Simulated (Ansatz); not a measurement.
# CaO, pressure series

Take CaO in the rock salt structure (space group Fm-3m, No. 225; a = 4.767 Å) as the base.

Cell and atoms are relaxed at each pressure.

Computed with PBEsol, PAW, 420 eV (Ansatz, an electronic-structure program; no spin-orbit coupling).

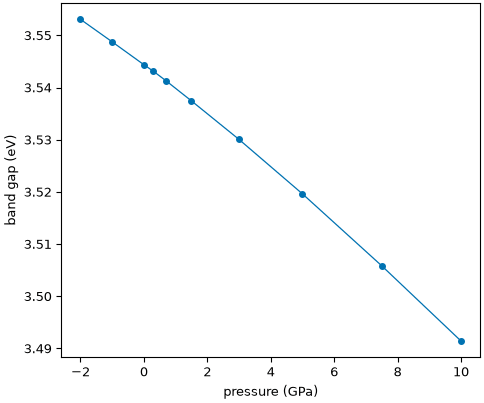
Fig. 1. Band gap against pressure

Problem. From the plot, what is the band gap for pressure 0.3 GPa?

Solution. About 3.54 eV.

Problem. Is the trend monotonic over the range shown?

Solution. Yes, it falls throughout, spanning 3.49 eV to 3.55 eV.

Load acts through the strain it causes; cell and atoms are relaxed under it. Stability against distortions was not tested. No other phases were tried under pressure. The base started in Cmce and relaxed to Fm-3m at this level.
